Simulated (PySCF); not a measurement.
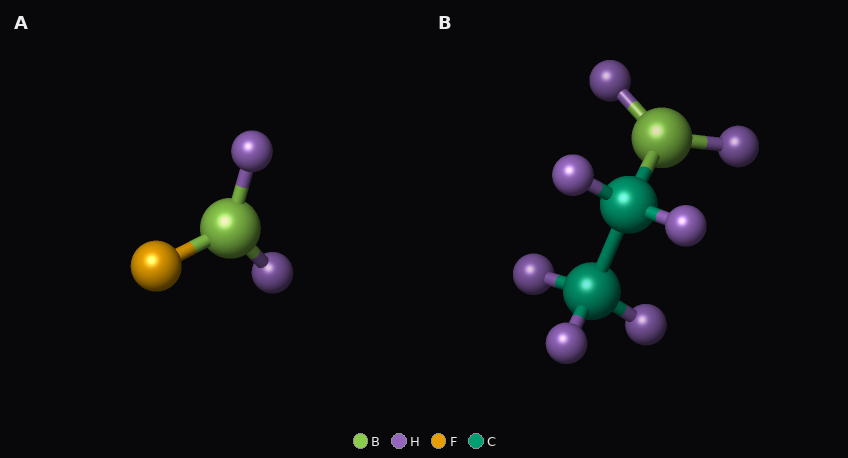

Two related species, optimised with PBE0-D3(BJ)/def2-SVP; properties computed with PySCF 2.14.0. Both: charge 0, singlet.

### What are A and B?

A is BH2F (BF), B is BH2Et (BCC).

Compare them. With CAM-B3LYP/def2-SVPD: dipole moment (D), HOMO–LUMO gap (eV), HOMO energy (Kohn–Sham orbital) (eV), lowest vertical singlet excitation (eV), mean static polarisability (bohr³). With ωB97X-D/pcSseg-1: shielding of B (ppm). With PBE0/pcSseg-1: Hirshfeld charge of B (e), IAO charge of B (e). With PBE0-D3(BJ)/def2-SVP: mean B–H length (Å).

| quantity | A | B |
| --- | --- | --- |
| dipole moment (D) | 0.81 | 0.75 |
| HOMO–LUMO gap (eV) | 10.77 | 10.02 |
| HOMO energy (Kohn–Sham orbital) (eV) | −10.87 | −10.25 |
| lowest vertical singlet excitation (eV) | 6.02 | 5.74 |
| mean static polarisability (bohr³) | 17.0 | 41.5 |
| shielding of B (ppm) | 48.8 | 18.6 |
| Hirshfeld charge of B (e) | 0.23 | 0.16 |
| IAO charge of B (e) | 0.32 | 0.09 |
| mean B–H length (Å) | 1.209 | 1.212 |

Each is one conformer, and no frequency run is at hand to confirm it as a minimum.
